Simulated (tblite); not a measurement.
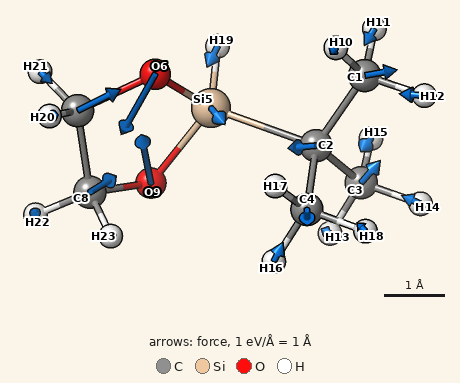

Starting geometry of C$_{6}$H$_{14}$O$_{2}$Si with the computed forces as blue arrows. The picture is a ball-and-stick view, seen face on.

These are results of GFN2-xTB geometry optimisation, gas phase (tblite), not measurements. 

> Is this structure relaxed? If not, where do the atoms go?

It isn't relaxed: the largest force vector, on an O atom, is 1.52 eV/Å. The final displacements have little in common with the starting forces (cosine between the two patterns 0.19). Over 75 geometry steps the energy falls by 5.43 kcal/mol. The atom that moves furthest after the best rigid fit is an H atom (0.50 Å). By element the largest moves are H 0.50 Å, O 0.21 Å, Si 0.16 Å, C 0.16 Å. Near-neighbour distances that change, for instance: C–Si 1.965 → 1.899 Å, O–Si 1.686 → 1.643 Å, C–O 1.438 → 1.398 Å, C–C 1.552 → 1.527 Å. Bond angles that change, for instance: Si–O–C 107.2° → 111.8°, Si–O–C 107.0° → 110.3°, O–Si–H 110.7° → 108.0°.
